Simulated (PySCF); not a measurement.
**MoOBr₂: structure of the triplet**

Aim: relax MoOBr₂ as a triplet from a T-shaped (ligand arrangement 2) start, check by its vibrations whether the end is a minimum, and collect its spectrum and constants.

Program: PySCF 2.14.0. Level of theory: PBE0, basis Mo def2-SVP with ECP28, O def2-SVP, Br def2-SVP, scalar-relativistic core potentials, no spin–orbit coupling, density fitting. These are calculated values, not measurements.

## (1) Where the work starts

4 atoms, charge 0, spin multiplicity 3.

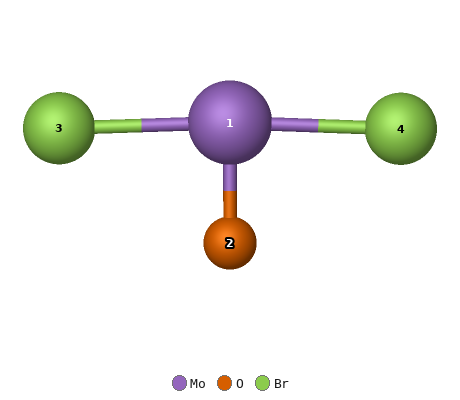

Start geometry, drawn with molybdenum purple, oxygen orange, bromine green; atoms are numbered from 1 in the order of the file.

Coordinates in bohr (charge 0 multiplicity 3):
```
Mo    0.0000    0.0000   -0.2945
O     0.0000    0.0000    3.0692
Br    4.7593    0.0000   -0.1284
Br   -4.7593    0.0000   -0.1284
```

## (2) T-shaped (ligand arrangement 2) start, triplet: relaxation

One driver script runs all steps and calls PySCF; scf.py shows how it sets up the SCF of each step. The optimiser is the driver's own. Before each start the driver seeks the lowest SCF state from one or more starting densities and follows internal instabilities, so scf.py alone need not reach the same state.

The program finds C2v symmetry in the start, which this walk keeps. Threshold on the gradient: 0.0003 Eh/bohr, with a further test on the energy change.

The input, scf.py:

```python
from pyscf import gto, scf, dft
mol = gto.M(atom='''
Mo     0.000000     0.000000    -0.155830
O      0.000000     0.000000     1.624170
Br     2.518500    -0.000000    -0.067930
Br    -2.518500     0.000000    -0.067930''',
    basis={'Mo': 'def2-SVP', 'O': 'def2-SVP', 'Br': 'def2-SVP'},
    ecp={'Mo': 'def2-SVP'},
    charge=0, spin=2)
mf = dft.UKS(mol, xc='PBE0')
mf.grids.atom_grid = (50, 194)
aux = {'Mo': 'def2-universal-JKFIT', 'O': 'def2-universal-JKFIT', 'Br': 'def2-universal-JKFIT'}
mf = mf.density_fit(auxbasis=aux)
mf.kernel()
```

The optimiser's trace:

| step | energy (Eh) | change (kJ/mol) | largest symmetric gradient (Eh/bohr) |
| --- | --- | --- | --- |
| 0 | -5290.420020 | 0.00 | 0.15844 |
| 1 | -5290.457153 | -97.49 | 0.02855 |
| 2 | -5290.469420 | -129.70 | 0.02416 |
| 3 | -5290.482848 | -164.95 | 0.01357 |
| 4 | -5290.489298 | -181.89 | 0.01216 |
| 5 | -5290.492009 | -189.01 | 0.00646 |
| 6 | -5290.492552 | -190.43 | 0.00199 |
| 7 | -5290.492566 | -190.47 | 0.00028 |
| 8 | -5290.492567 | -190.47 | 0.00010 |

The walk needed 59 s of wall time on 8 threads, shared host.

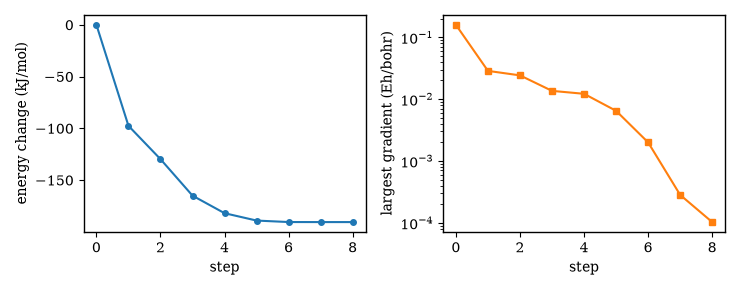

Energy and largest gradient along the walk.

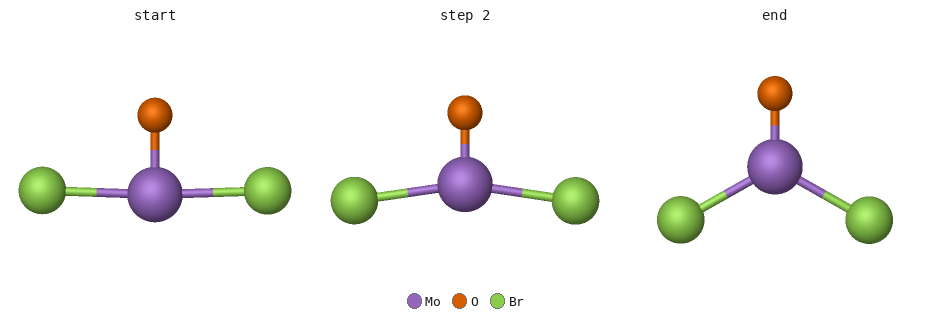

Start and end of the relaxation, with a step between.

End point (C2v, 8 steps, 190.5 kJ/mol gained): Mo–Br 2.423 Å (×2), Mo–O 1.642 Å; Br–Mo–Br 120.9°, Br–Mo–O 119.6° (×2).

## (3) Frequencies

The point is checked on the finer grid, and tightened if its gradient asks for it. The Hessian and the dipole derivatives come from central differences of analytic gradients, with steps of 0.01 bohr.

Changes to scf.py since step 2:

```diff
@@ -3,4 +3,4 @@
-Mo     0.000000     0.000000    -0.155830
-O      0.000000     0.000000     1.624170
-Br     2.518500    -0.000000    -0.067930
-Br    -2.518500     0.000000    -0.067930''',
+Mo    -0.000000    -0.000000     0.597881
+O     -0.000000    -0.000000     2.239470
+Br     2.107567    -0.000000    -0.597825
+Br    -2.107567     0.000000    -0.597825''',
@@ -11 +11 @@
-mf.grids.atom_grid = (50, 194)
+mf.grids.atom_grid = (75, 302)
```

The driver hands on the density of the step before, so the log starts near convergence.

Log of the central SCF (cycles and frontier levels):

```text
init E= -5290.49282330948
[... the frontier-level lines of each cycle are left out ...]
cycle= 1 E= -5290.49282330835  delta_E= 1.14e-09  |g|= 5.01e-05  |ddm|= 9.19e-05
cycle= 2 E= -5290.49282330361  delta_E= 4.73e-09  |g|= 0.000101  |ddm|= 0.000185
cycle= 3 E= -5290.49282330988  delta_E= -6.27e-09  |g|= 7.72e-06  |ddm|= 0.000124
cycle= 4 E= -5290.4928233099  delta_E= -1.64e-11  |g|= 8.88e-07  |ddm|= 4.94e-06
Extra cycle  E= -5290.4928233099  delta_E= -3.64e-12  |g|= 1.84e-06  |ddm|= 2.19e-06
converged SCF energy = -5290.4928233099  <S^2> = 2.0235237  2S+1 = 3.0156417
```

The whole step took 1.7 min.

Geometry: C2v; Mo–Br 2.423 Å (×2), Mo–O 1.642 Å; Br–Mo–Br 120.9°, Br–Mo–O 119.6° (×2).

Modes, for the most abundant isotopes:

| symmetry | ω (cm⁻¹) | IR (km/mol) | type |
| --- | --- | --- | --- |
| a1 | 68 | 0.4 | bend |
| b1 | 101 | 11.1 | bend |
| b2 | 170 | 0.6 | bend |
| a1 | 258 | 9.6 | stretch |
| b2 | 336 | 79.1 | mixed |
| a1 | 1085 | 189 | stretch |

All wavenumbers are real: a minimum.

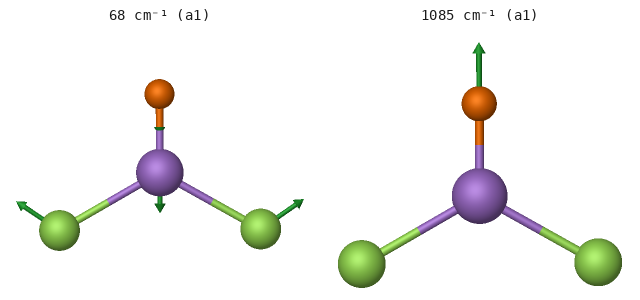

How the atoms move in 2 of the modes.

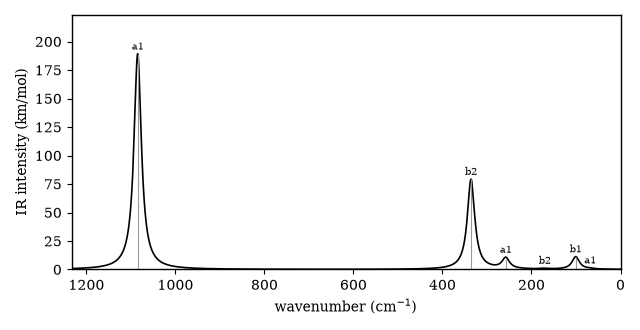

The harmonic infrared spectrum (widths in cm⁻¹). Lines are broadened to a width of 20 cm⁻¹ (Lorentzian).

Constants and moments:

```yaml
Dipole_moment: 0.07 D
Highest_occupied_level: -7.37 eV
Lowest_empty_level: -3.51 eV
Rotational_constants: 0.09822, 0.02405, 0.01932 cm⁻¹
Zero-point_energy: 12.1 kJ/mol
Principal_polarisabilities: 47.6, 68.1, 97.5 bohr³
Atomisation_energy_without_zero-point_energy: 1279 kJ/mol
Principal_traceless_quadrupole_moments_about_the_centre_of_mass: -2.93, -2.17, 5.10 D Å
Entropy_at_298.15_K_and_1_bar_electronic_part_spin_only: 362.1 J/(mol K)
Heat_capacity_Cp_at_298.15_K: 72.8 J/(mol K)
Enthalpy_at_298.15_K_above_0_K: 17.84 kJ/mol
Rotational_symmetry_number: 2
Spin_squared_⟨S²⟩: 2.024
```

Populations by atom (charges in e):

```
 atom  Mulliken  Löwdin  polar tensor  spin (Mulliken)  Mayer order to Mo1
  Mo1      0.71   -0.26          1.70             2.12                   –
   O2     -0.29   -0.03         -0.72            -0.17                2.26
Br3,4     -0.21    0.15         -0.49             0.03                1.23
```

Outer orbital energies (eV). α occupied: -11.15, -10.23, -9.91, -9.32, -9.32, -8.88, -8.05, -7.37; empty: -3.47, -2.34, -2.27, 0.00. β occupied: -12.48, -12.24, -10.82, -9.92, -9.27, -9.24, -9.09, -8.88; empty: -3.51, -3.28, -2.66, -1.67.

Mulliken populations on Mo1 (outside its core potential): s 2.43, p 6.49, d 4.33, f 0.05.

## (4) What came out

| quantity | value |
| --- | --- |
| minimum | triplet, C2v |
| geometry | Mo–Br 2.423 Å (×2), Mo–O 1.642 Å; Br–Mo–Br 120.9°, Br–Mo–O 119.6° (×2) |
| wavenumbers (cm⁻¹) | 68 (a1), 101 (b1), 170 (b2), 258 (a1), 336 (b2), 1085 (a1) |
| dipole moment | 0.07 D |
| highest occupied, lowest empty level (either spin) | -7.37, -3.51 eV |
| polar-tensor charge of Mo1 | +1.70 e |
| zero-point energy | 12.1 kJ/mol |
| entropy at 298.15 K | 362.1 J/(mol K) |
| atomisation energy (no zero-point energy) | 1279 kJ/mol |
| ⟨S²⟩ | 2.024 |

**Reading.** The T-shaped (ligand arrangement 2) start keeps its C2v symmetry and ends in a minimum. The strongest infrared band lies at 1085 cm⁻¹ (a1, stretch). Most of the spin sits on Mo1 (Mulliken spin 2.12, against 2 for the whole molecule). Only this shape and spin were tried, so other structures or states may lie lower. Take wavenumbers under 90 cm⁻¹ as rough. Open d and f shells are described by one determinant, and the ground state may have another occupation or spin.

The search up to here took 3.1 min.
